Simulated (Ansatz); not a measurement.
```sh
ansatz run in.yaml --threads 2 --pin off --events-out ev --progress --plain --max-ram 4352MiB
```

```yaml
crystal:
  periodic: [false, false, false]
  atoms:
    - {symbol: Ga, position_ang: [0.097355, -0.934315, 0.246001]}
    - {symbol: O, position_ang: [-0.334321, 1.069686, -0.545527]}
    - {symbol: H, position_ang: [-0.777403, -1.801357, -0.727472]}
    - {symbol: H, position_ang: [-0.448104, -0.602742, 1.691865]}
    - {symbol: H, position_ang: [0.490298, 1.477216, -0.829060]}
    - {symbol: H, position_ang: [1.654225, -0.823077, -0.003534]}
    - {symbol: H, position_ang: [-0.681951, 1.614590, 0.167727]}
basis:
  gaussian: {orbitals: def2-TZVPP}
hamiltonian: {xc: r2scan, dispersion: d4}
```

Describe the molecule in this file.

Formula GaH5O. Coordination, clear cases only: 1 O trigonal pyramidal.

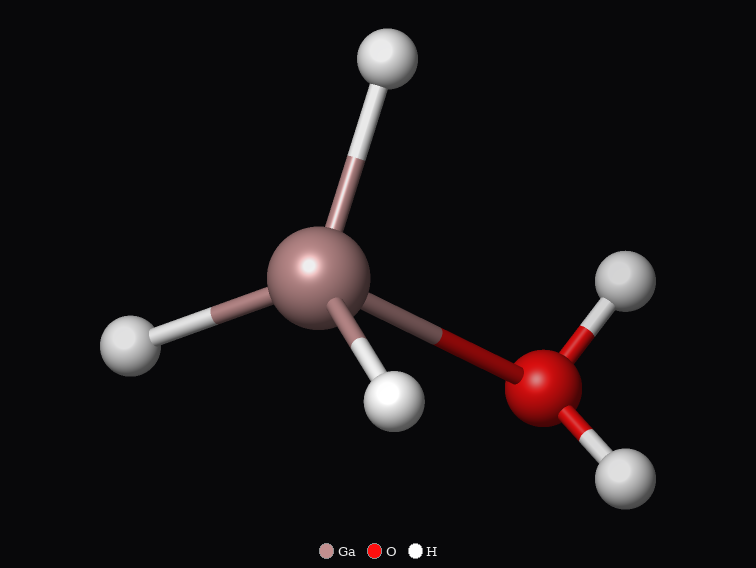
